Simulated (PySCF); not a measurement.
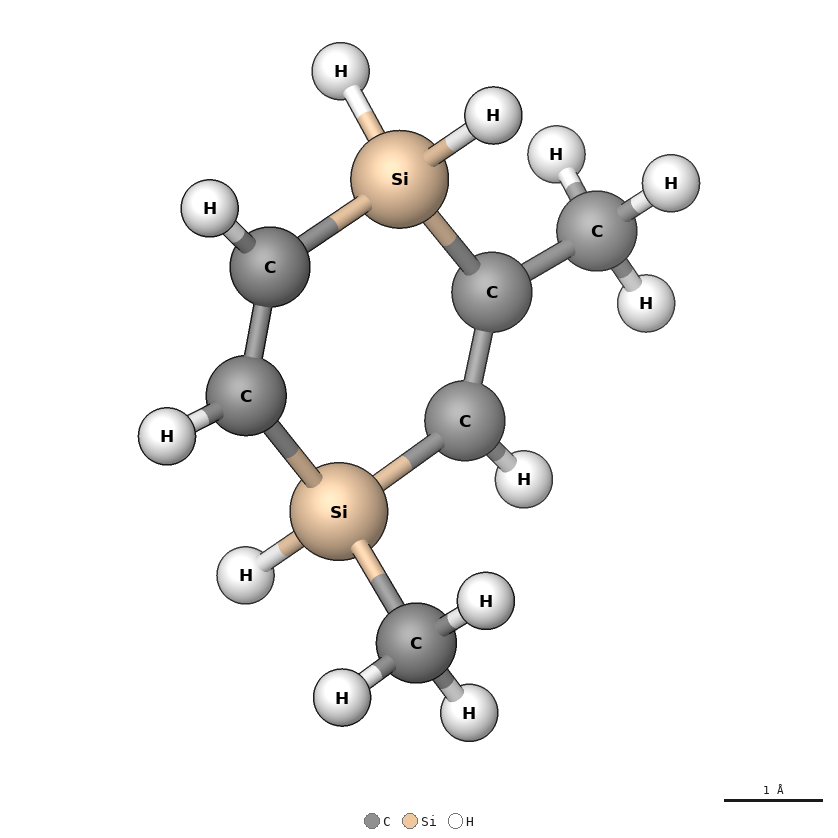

Every bond is drawn as one stick, whatever its order.

The geometry was computed by an optimisation with PBE0-D3(BJ)/def2-SVP. No frequency run is at hand to confirm it as a minimum.

Description:

It has 20 atoms: 6 carbon, 12 hydrogen and 2 silicon (C₆H₁₂Si₂). As SMILES it reads `CC1=C[Si@@H](C)C=C[SiH2]1`. Independent rings (smallest set): 1 of 6 members. Among its groups: alkene, Si–H bond. This geometry has C1 symmetry. Coordination: 2 C tetrahedral; 4 C trigonal planar; 2 Si tetrahedral.

More results for the same structure follow; atom numbers are the same in all pictures, views and colours differ.

## Shape

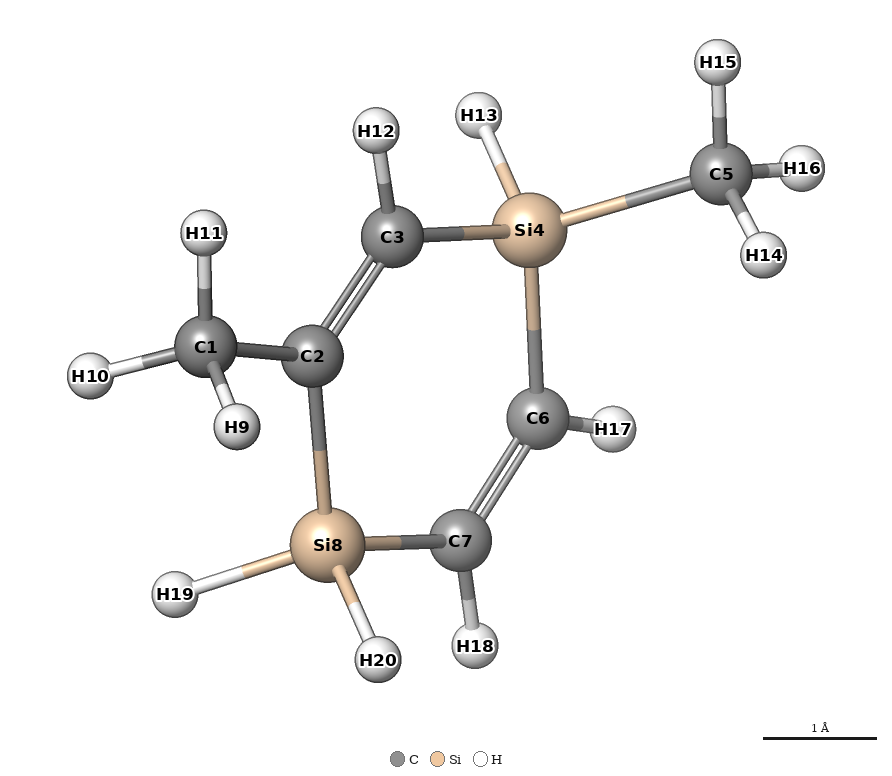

Numbered structure. No frequency run is at hand to confirm it as a minimum.

List the bonds and their lengths. Leave out bonds to hydrogen.

| bond | length (Å) | order |
| --- | --- | --- |
| C1–C2 | 1.503 | single |
| C2–C3 | 1.349 | double |
| C2–Si8 | 1.885 | single |
| C3–Si4 | 1.870 | single |
| Si4–C5 | 1.881 | single |
| Si4–C6 | 1.875 | single |
| C6–C7 | 1.346 | double |
| C7–Si8 | 1.871 | single |

## NMR shielding

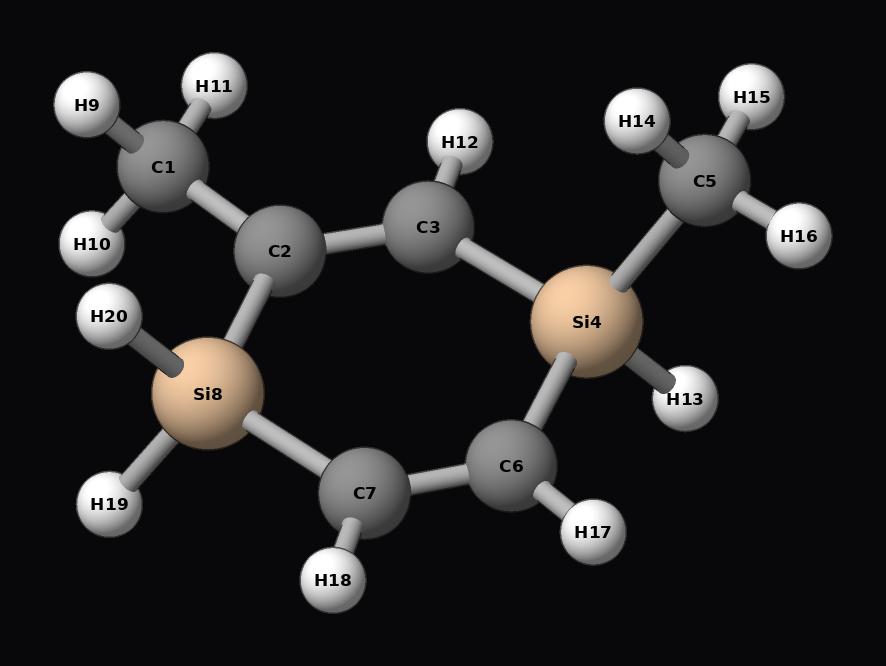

No frequency run is at hand to confirm it as a minimum. Method: GIAO PBE0/pcSseg-1 NMR shielding, non-relativistic, IEF-PCM dichloromethane (PySCF 2.14.0). Principal shieldings σ11 ≤ σ22 ≤ σ33, span Ω = σ33 − σ11, skew κ = 3(σiso − σ22)/Ω.

Which Si atom has the most anisotropic shielding?

Answer. Si8, with a span of 62 ppm.

Give the shielding tensors of the Si atoms.

```
atom    σ11    σ22    σ33   σiso     Ω      κ
 Si4  368.0  405.2  412.5  395.2  44.5  −0.67
 Si8  396.8  406.2  459.1  420.7  62.3   0.70
```

Shieldings and span in ppm.

## Levels of theory compared

No frequency run is at hand to confirm it as a minimum. Program: PySCF 2.14.0.

Tabulate HOMO energy (eV), HOMO–LUMO gap (eV) at these levels: CAM-B3LYP/def2-SVPD; CAM-B3LYP/def2-SVPD in dichloromethane (IEF-PCM); CAM-B3LYP/def2-SVPD in water (IEF-PCM); PBE0/pcSseg-1 in dichloromethane (IEF-PCM); PBE0/pcSseg-1 in water (IEF-PCM).

```tsv
level	HOMO energy (eV)	HOMO–LUMO gap (eV)
CAM-B3LYP/def2-SVPD	−8.68	8.97
CAM-B3LYP/def2-SVPD in dichloromethane (IEF-PCM)	−8.62	8.97
CAM-B3LYP/def2-SVPD in water (IEF-PCM)	−8.63	8.97
PBE0/pcSseg-1 in dichloromethane (IEF-PCM)	−7.40	6.58
PBE0/pcSseg-1 in water (IEF-PCM)	−7.41	6.58
```

## Charges

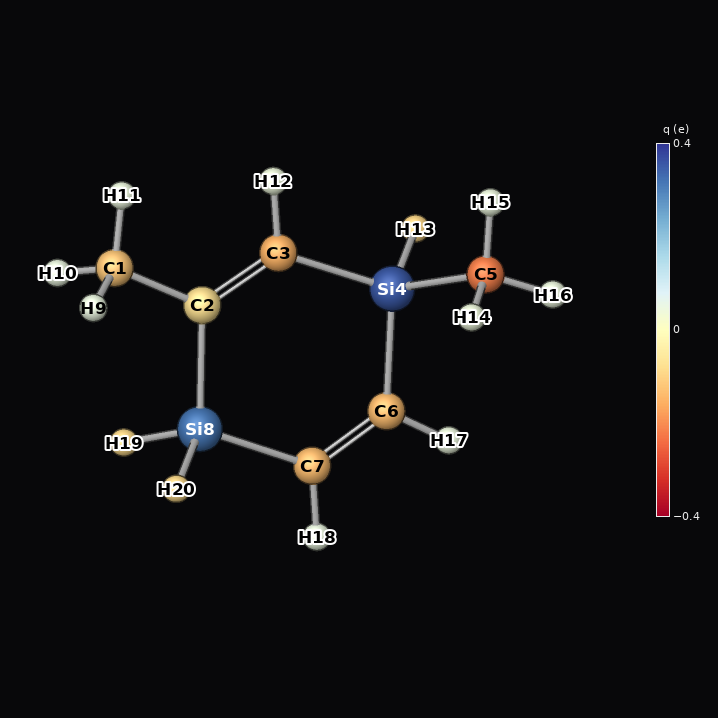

Atoms are coloured by their Hirshfeld charges. No frequency run is at hand to confirm it as a minimum. Level of theory: PBE0/pcSseg-1 in dichloromethane (IEF-PCM) (PySCF 2.14.0).

Give the Hirshfeld charges atom by atom.

```
atom  value (e)
  C1      −0.12
  C2      −0.07
  C3      −0.15
 Si4       0.35
  C5      −0.21
  C6      −0.13
  C7      −0.13
 Si8       0.31
  H9       0.05
 H10       0.05
 H11       0.05
 H12       0.04
 H13      −0.09
 H14       0.04
 H15       0.05
 H16       0.05
 H17       0.05
 H18       0.05
 H19      −0.08
 H20      −0.08
```
